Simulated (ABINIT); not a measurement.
# CsMgF3 (Pm-3m): G0W0 with ABINIT, start to end, part 3 of 3

Aim: the G0W0 gap of CsMgF3 (Pm-3m) on LDA, step by step.

ABINIT 10.8.3; LDA and many-body steps on it, plane waves. Known limits of the many-body steps: not at the basis limit; no spin-orbit coupling; coarse k mesh.

So far. Step 4 (Empty states on the mesh, 2×2×2 mesh, 55 bands): On this mesh the gap is 6.388 eV. Step 5 (Screening, 2×2×2 mesh, 51 bands, screening to 87.1 eV): Local fields lower ε∞ by 9 %. On a Γ-centred mesh this coarse the value itself is usually too large, while a short band sum pulls it down.

## (6) Self-energy, 2×2×2 mesh, 51 bands, screening to 87.1 eV

The self-energy is evaluated for the states that the input lists, and the levels follow from it, in one-shot runs by the linearised quasiparticle equation.

This step: G0W0 on LDA, plane waves, norm-conserving pseudopotentials.

Input file run.abi:

```
acell 3*1.0 Angstrom
rprim 
  4.252307000000 0.000000000000 0.000000000000
  0.000000000000 4.252307000000 0.000000000000
  0.000000000000 0.000000000000 4.252307000000
ntypat 3
znucl 55 12 9
natom 5
typat 1 2 3 3 3
xred 
  0.000000000000 0.000000000000 0.000000000000
  0.500000000000 0.500000000000 0.500000000000
  0.000000000000 0.500000000000 0.500000000000
  0.500000000000 0.000000000000 0.500000000000
  0.500000000000 0.500000000000 0.000000000000
pp_dirpath "pseudos"
pseudos "Cs.upf, Mg.upf, F.upf"
ecut 38
ngkpt 2 2 2
nshiftk 1
shiftk 0 0 0
kptopt 1
chksymbreak 0
istwfk *1
occopt 1
irdwfk 1
optdriver 4
nband 51
gwcalctyp 0
ecutsigx 38
symsigma 1
nkptgw 1
kptgw 
  0.0000000000 0.0000000000 0.0000000000
bdgw 
  18 23
ecuteps 3.2
irdscr 1
ppmodel 1
indata_prefix "in"
outdata_prefix "out"
tmpdata_prefix "tmp"
```

Launch:

```console
OMP_NUM_THREADS=1 mpirun -n 4 abinit run.abi > log
```

Numbers of over 12 decimals in the logs are rounded to 6 here.

The program printed:

```text
.Version 10.8.3 of ABINIT. v10.8.2 released Aug 2026.

 Symmetries : space group Pm -3 m (#221); Bravais cP (primitive cubic)
[... echo of the input left out ...]
== DATASET  1 ==================================================================
-   mpi_nproc: 4, omp_nthreads: 1 (-1 if OMP is not activated)

--- !DatasetInfo
iteration_state: {dtset: 1, }
dimensions: {natom: 5, nkpt: 4, mband: 51, nsppol: 1, nspinor: 1, nspden: 1, mpw: 5846, }
cutoff_energies: {ecut:  38.0, pawecutdg:  -1.0, }
electrons: {nelect:   4.00000000E+01, charge:   0.00000000E+00, occopt:   1.00000000E+00, tsmear:   1.00000000E-02, }

 SIGMA: Calculation of the GW corrections

 Based on a program developped by R.W. Godby, V. Olevano, G. Onida, and L. Reining.
 Incorporated in ABINIT by V. Olevano, G.-M. Rignanese, and M. Torrent.
.Using double precision arithmetic ; gwpc =  8

[... cell and pseudopotentials left out ...]
--------------------------------------------------------------------------------

 ==== K-mesh for the wavefunctions ====
 Number of points in the irreducible wedge :     4
[... list of points left out ...]
 Together with 48 symmetry operations and time-reversal symmetry
 yields     8 points in the full Brillouin Zone.

 ==== Q-mesh for screening function ====
 Number of points in the irreducible wedge :     4
[... list of points left out ...]
 Together with 48 symmetry operations and time-reversal symmetry
 yields     8 points in the full Brillouin Zone.

 vcoul_init : cutoff-mode = AUXILIARY_FUNCTION
 q-points for optical limit:   1
     1)      0.000010    0.000020    0.000030
 setmesh: FFT mesh size selected  =    45x   45x   45
          total number of points  =        91125

 Number of electrons calculated from density =   40.0000; Expected =   40.0000
 average of density, n =  0.077088
 r_s =    1.4576
 omega_plasma =   26.7825 [eV]

 === KS Band Gaps ===
  >>>> For spin  1
   Minimum direct gap =   6.3877 [eV], located at k-point      :   0.0000  0.0000  0.0000
   Fundamental gap    =   6.3877 [eV], Top of valence bands at :   0.0000  0.0000  0.0000
                                       Bottom of conduction at :   0.0000  0.0000  0.0000
 SIGMA fundamental parameters:
 PLASMON POLE MODEL  1
 number of plane-waves for SigmaX                 5743
 number of plane-waves for SigmaC and W            147
 number of plane-waves for wavefunctions          5743
 number of bands                                    51
 number of independent spin polarizations            1
 number of spinorial components                      1
 number of k-points in IBZ                           4
 number of q-points in IBZ                           4
 number of symmetry operations                      48
 number of k-points in BZ                            8
 number of q-points in BZ                            8
 number of frequencies for dSigma/dE                 9
 frequency step for dSigma/dE [eV]                0.25
 number of omega for Sigma on real axis              0
 max omega for Sigma on real axis  [eV]           0.00
 zcut for avoiding poles [eV]                     0.10

 EPSILON^-1 parameters (SCR file):
 dimension of the eps^-1 matrix on file            147
 dimension of the eps^-1 matrix used               147
 number of plane-waves for wavefunctions          5743
 number of bands                                    51
 number of q-points in IBZ                           4
 number of frequencies                               2
 number of real frequencies                          1
 number of imag frequencies                          1

 matrix elements of self-energy operator (all in [eV])

 Perturbative Calculation

--- !SelfEnergy_ee
iteration_state: {dtset: 1, }
kpoint     : [   0.000,    0.000,    0.000, ]
spin       : 1
KS_gap     :    6.388
QP_gap     :   10.447
Delta_QP_KS:    4.059
data: !SigmaeeData |
     Band     E0 <VxcDFT>   SigX SigC(E0)      Z dSigC/dE  Sig(E)    E-E0       E
       18   0.605 -21.315 -28.249   4.870   0.808  -0.237 -22.984  -1.669  -1.063
       19   0.605 -21.315 -28.249   4.870   0.808  -0.237 -22.984  -1.669  -1.063
       20   0.605 -21.315 -28.249   4.870   0.808  -0.237 -22.984  -1.669  -1.063
       21   6.993 -11.420  -6.098  -2.613   0.882  -0.133  -9.030   2.391   9.384
       22   9.067  -9.117  -4.141  -2.550   0.882  -0.134  -6.978   2.139  11.206
       23   9.067  -9.117  -4.141  -2.550   0.882  -0.134  -6.978   2.139  11.206

== END DATASET(S) ==============================================================
================================================================================

 -outvars: echo values of variables after computation  --------
           etotal      0.0000000000E+00
            nband          51
             nkpt           4
          spgroup         221
 [... the other variables as echoed above ...]

 Calculation completed.
```

Run time: 6.3 s. Hardware: 4 MPI ranks of Arm Neoverse N1, shared host; peak memory 0.67 GiB; 25 s of CPU time.

This step gave:

* G0W0 gap on the points computed: 10.45 eV
* starting gap on the mesh: 6.388 eV
* k of the valence top: 0, 0, 0
* k of the conduction bottom: 0, 0, 0
* Z at the valence top: 0.808
* Z at the conduction bottom: 0.882
* least direct G0W0 gap on the computed points: 10.45 eV

The gap on the mesh goes from 6.39 eV to 10.45 eV, a correction of +4.06 eV.

Limits: finite bands, cutoff and mesh; no spin-orbit coupling; coarse k mesh. v1 is the top filled band, c1 the lowest empty one. Levels before and after the correction, in eV, zero at the valence-band top of each column:

```
           conduction bottom  valence top
Kohn-Sham               6.39         0.00
     G0W0              10.45         0.00
```

|  | level | energy (eV) |
| --- | --- | --- |
| Kohn-Sham | Γ v3-v1 | 0.000 |
| Kohn-Sham | Γ c1 | 6.388 |
| Kohn-Sham | Γ c2-c3 | 8.462 |
| G0W0 | Γ v3-v1 | 0.000 |
| G0W0 | Γ c1 | 10.447 |
| G0W0 | Γ c2-c3 | 12.269 |

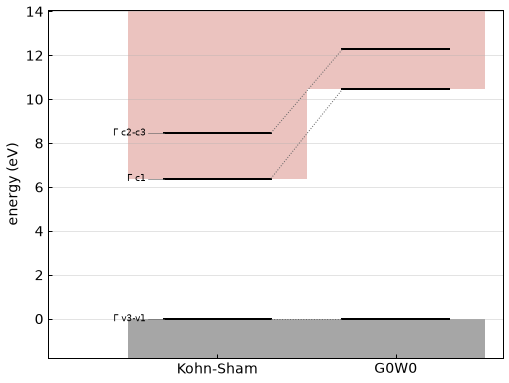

Levels before and after the correction. Shaded: valence and conduction bands.

## (7) Where the time went

Times are wall times on 4 MPI ranks of Arm Neoverse N1, shared host, good to a factor of about two.

```csv
step,time,share,memory (GiB)
ground state,57 s,32 %,0.38
bands along the symmetry lines,81 s,45 %,0.4
empty states on the mesh,23 s,13 %,0.3
screening,12 s,7 %,0.76
self-energy,6.3 s,4 %,0.67
```

## (8) Outcome

```json
{"LDA gap": "6.39 eV, direct", "G0W0 gap on the mesh": "10.45 eV", "GW settings": "2×2×2 mesh, 51 bands, screening to 87.1 eV, Godby-Needs plasmon pole", "known limits": "not at the basis limit; no spin-orbit coupling; coarse k mesh"}
```

What this shows: G0W0 moves the gap on the mesh from 6.39 eV to 10.45 eV (+4.06 eV), with Z of 0.81 and 0.88 at the edges. Local fields lower the RPA ε∞ on this mesh from 2.67 to 2.44; a Γ-centred mesh this coarse tends to raise both, most where the direct gap is narrow, while a short band sum lowers them. Only 1 of the mesh's irreducible points was corrected, so a valley elsewhere could overtake. Bands and cutoff are finite, so the gap is not at the basis limit. The miss can reach some tenths of an eV and take either sign; the mesh is an error of its own. In the G0W0 run levels were corrected at 1 k point alone, so a gap called «on the mesh» is the least over those, and an edge elsewhere would be missed. The 2×2×2 mesh is coarse for this cell, which bears on the long-range parts of exchange and screening. This is the ideal cubic cell; many perovskites, halides above all, are cubic only on average, and local tilts or off-centring can widen the gap. The many-body steps are scalar-relativistic: spin-orbit coupling is not in them.

[Paths, hosts, dates, memory and timing lines, banners, echoed tables and standing remarks are left out of the program output.]

[Logs are printed without paths, hosts, clocks, repeated set-up lines and the standing remarks that a program may print on its own settings, such as how far it seeks lower states.]

[Runs of the session that timed out or met a known fault of the program may be left out.]

[Hosts, paths, dates, database ids (printed as entryN), source tags and the programs' standing remarks are cut or masked in the printed files.]

[G0W0 gaps are taken among the corrected bands and points alone; a level outside them can change the order at an edge.]

[Where Ansatz stands beside ABINIT at settings called matched, ABINIT's density can come from a denser mesh and the files from another edition; pairs whose starting gaps differed by over 0.03 eV were left out, so agreement reads better than it is.]
